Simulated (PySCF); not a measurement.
SMILES C[SiH2][NH][Al]([OH])[OH] (CH8AlNO2Si) at its CAM-B3LYP/def2-SVP optimised geometry (Å):

```
14

Si     1.8738     0.2352     0.0182
C      0.9836     1.8892     0.0237
N      0.7079    -1.0493     0.0000
Al    -1.0694    -1.0493     0.0000
O     -1.8287    -2.5599     0.0000
O     -2.0140     0.3547     0.0000
H      2.7590     0.1595     1.2207
H      2.7754     0.1783    -1.1731
H      0.3463     1.9992     0.9147
H      0.3606     2.0094    -0.8762
H      1.7136     2.7127     0.0339
H      1.1163    -1.9833    -0.0055
H     -2.7754    -2.7127    -0.0006
H     -1.7289     1.2690    -0.0038
```

Calculation: CAM-B3LYP/def2-TZVP run with PySCF. Cells within 0.4 Å of a nucleus heavier than hydrogen are left out (blank, or x).

Map of the deformation density (molecule minus spherical neutral atoms) (e/bohr³) on the plane z = 0.0 Å:

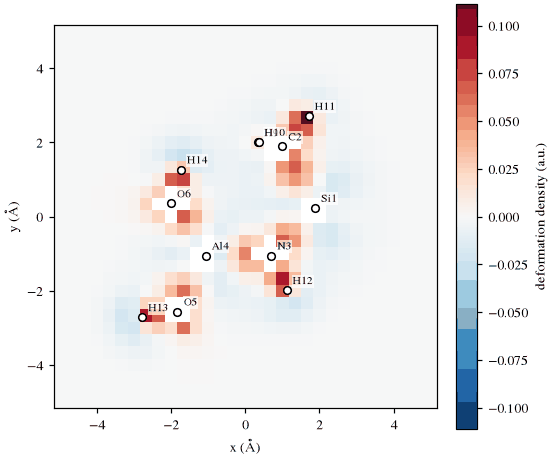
Figure. Deformation density (molecule minus spherical neutral atoms) (e/bohr³) on the plane z = 0.0 Å.
